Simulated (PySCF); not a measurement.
## Electronic structure of NaCa (doublet) in real space

```yaml
atoms:
  - { symbol: Na, position_ang: [0.0000, 0.0000, -2.3526] }
  - { symbol: Ca, position_ang: [0.0000, 0.0000, 1.3534] }
```

All numbers below come from PBE0/def2-SVPD, non-relativistic Hamiltonian with scalar-relativistic core potentials where named, at a bond length of 3.706 Å (PySCF 2.14.0).

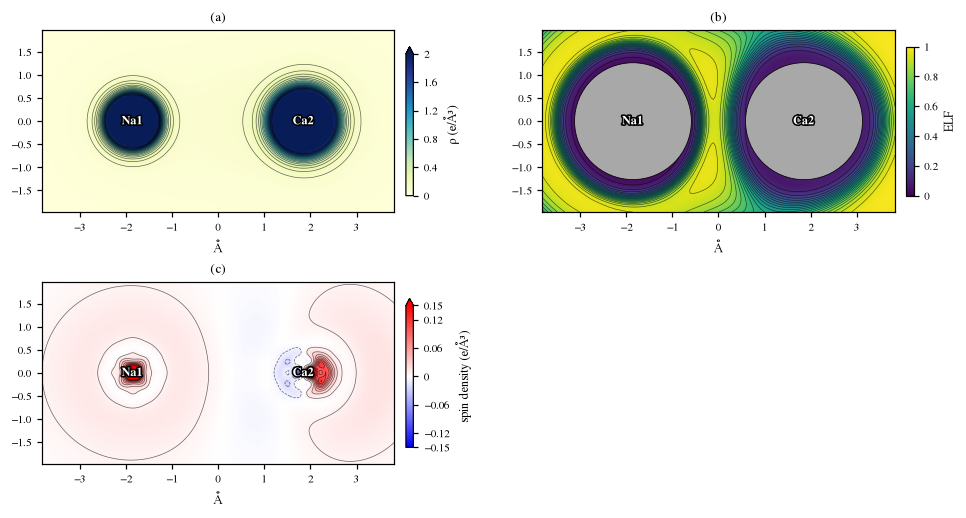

Figure 1. (a) total electron density; (b) electron localisation function; (c) spin density on a plane that holds the molecular axis. Grey discs cover the atomic cores in the ELF map.

**What do the fields say about this system?**

Atoms in the plane: Na and Ca.
Na–Ca (3.71 Å): the density is about 0.06 e/Å³ at the midpoint, with its minimum of 0.05 e/Å³ about 1.4 Å from Na; the ELF peaks at about 0.95 between the atoms.
The unpaired spin (1 electron) lies mostly on Na1 (about 0.6) and Ca2 (about 0.4), in electrons by Hirshfeld's partition.

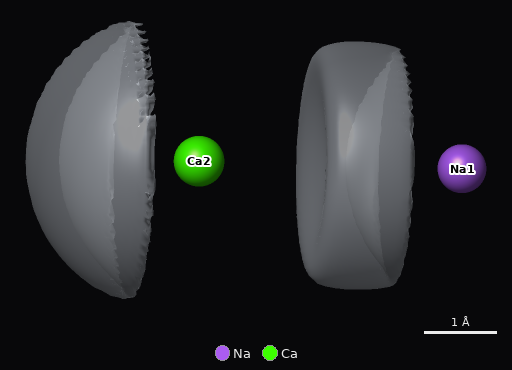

Figure 2. Isosurface of the ELF at 0.85 (grey), seen from one side. Core shells and regions of very low density are left out.

**Describe the localisation domains.**

At this value the surface marks out one lobe of the valence shell of Na pointing towards Ca (polar bonds) and one region wrapped around Ca (its valence shell).
